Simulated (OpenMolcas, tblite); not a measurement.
# GeHF3 (SMILES [F][GeH]([F])[F]): methods side by side

GeHF3 has 5 atoms, charge 0, and is taken as a singlet. As SMILES, `[F][GeH]([F])[F]`. Geometry: relaxed at PBE0-D4/def2-TZVP.

```xyz
5

F    -0.2498   -0.7341    1.4830
Ge    0.0956   -0.0087   -0.0233
F    -0.6731    1.5157   -0.0113
F    -0.7081   -0.9440   -1.2040
H     1.5852    0.0973   -0.2857
```

Each level gives the HOMO–LUMO gap (eV). The values are calculated.

```tsv
level	kind	program	value (eV)	CPU time
GFN1-xTB	semi-empirical	tblite	7.10	under 2 s
IPEA1-xTB	semi-empirical	tblite	8.35	under 2 s
HF/aug-cc-pVDZ	Hartree–Fock	OpenMolcas	16.75	33 s
SVWN5/aug-cc-pVDZ	LDA	OpenMolcas	7.68	40 s
revPBE/aug-cc-pVDZ	GGA	OpenMolcas	7.81	46 s
r2SCAN/aug-cc-pVDZ	meta-GGA	OpenMolcas	8.69	53 s
PBE0/aug-cc-pVDZ	global hybrid	OpenMolcas	10.56	41 s
B2PLYP/aug-cc-pVDZ	double hybrid	OpenMolcas	13.27	34 s
```

All-electron rows without a relativistic Hamiltonian named are non-relativistic. The values span 7.10 to 16.75 eV. Orbital gaps aren't excitation energies, and those of double hybrids come from the SCF part alone; they tend to grow with the share of exact exchange. Times are those of the runs behind each value, whatever else they computed, on shared processors of several kinds: orders of magnitude only.

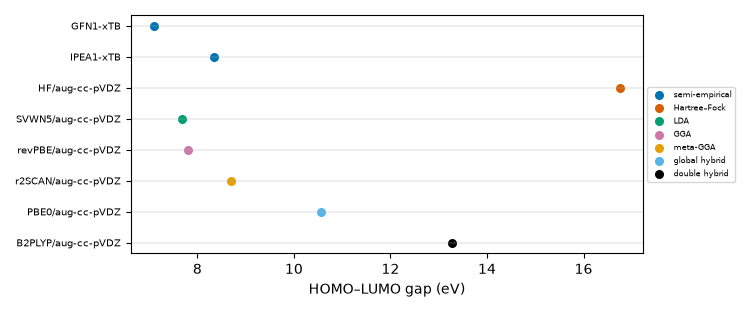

The values of the table, level by level.
